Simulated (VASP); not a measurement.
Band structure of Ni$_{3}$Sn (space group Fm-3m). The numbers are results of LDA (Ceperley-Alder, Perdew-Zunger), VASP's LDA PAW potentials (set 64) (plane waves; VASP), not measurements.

Unless said otherwise, spin-orbit coupling is left out, though it shifts the bands of the heavy elements here.

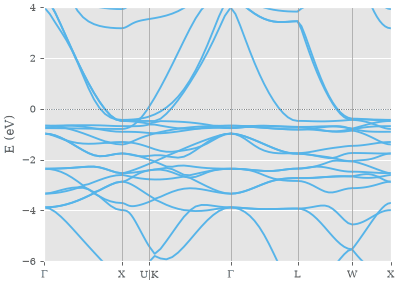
Figure: Bands along high-symmetry lines, zero at the valence-band maximum or, without a gap, the Fermi level

Task: Read the plot: is there a gap, and where are the band edges?

Result: It has no gap at this level: it comes out as a metal or semimetal. (Edges off the drawn lines would not show.)

The structure comes from a measured Ni3Sn entry (Fm-3m) of the Crystallography Open Database, whose conditions weren't checked. It was relaxed first, which changed the volume by -10 %. The run is not spin-polarised, so no magnetic state was tried.
